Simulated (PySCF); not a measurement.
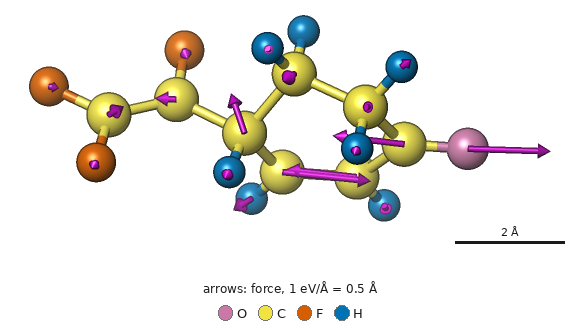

Starting geometry of C$_{8}$H$_{7}$F$_{3}$O with the computed forces as purple arrows. Style: ball-and-stick. Shown from a free direction.

The start comes from GFN2-xTB. Its atoms were then displaced at random by about 0.01 Å.

Theory: PBE0-D3(BJ)/def2-SVP geometry optimisation, gas phase (PySCF). 

**What follows when this structure is relaxed?**

It isn't relaxed: the largest force vector, on a C atom, is 3.30 eV/Å. The final displacements have little in common with the starting forces (cosine between the two patterns 0.27). The energy falls by 18.5 kJ/mol in 11 geometry steps. The largest moves after the best rigid fit, 0.084 Å, are those of H atoms. By element the largest moves are H 0.084 Å, O 0.070 Å, F 0.065 Å, C 0.050 Å. Among the contacts that change: C–C 1.381 → 1.341 Å, C–O 1.180 → 1.211 Å, C–C 1.479 → 1.508 Å, C–H 1.068 → 1.096 Å. Bond angles that change, for instance: C–C–H 119.9° → 116.9°, C–C–H 110.3° → 108.1°.
